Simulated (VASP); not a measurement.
Band structure of MoTe$_{2}$ (2H layered). Computed with PBE GGA with D3 dispersion (Becke-Johnson damping), VASP's PBE PAW potentials (set 64) (plane waves; VASP 6.6.1).

Unless said otherwise, spin-orbit coupling is left out, though it shifts the bands of the heavy elements here.

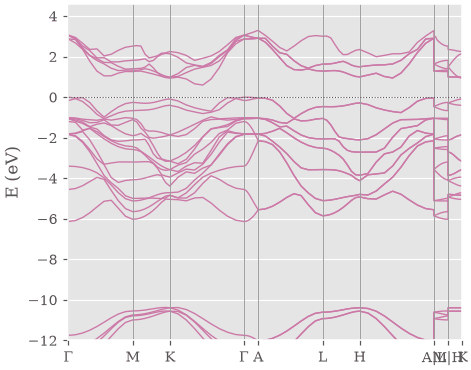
Figure. Bands along high-symmetry lines, zero at the valence-band maximum or, without a gap, the Fermi level

Task: Read the plot: is there a gap, and where are the band edges?

Result: The gap is indirect, 0.60 eV, from the valence maximum at Γ to the conduction minimum at K-Γ at 0.44. (Edges off the drawn lines would not show.)

Measured: gap 1.06 eV at 4 K (computed value off by -0.46 eV), as given by Desman Perdamaian Gulo et al., Physical Review Materials (2023), doi:10.1103/physrevmaterials.7.044001.

The compound is MoTe2 in the 2H layered structure. It was relaxed first.
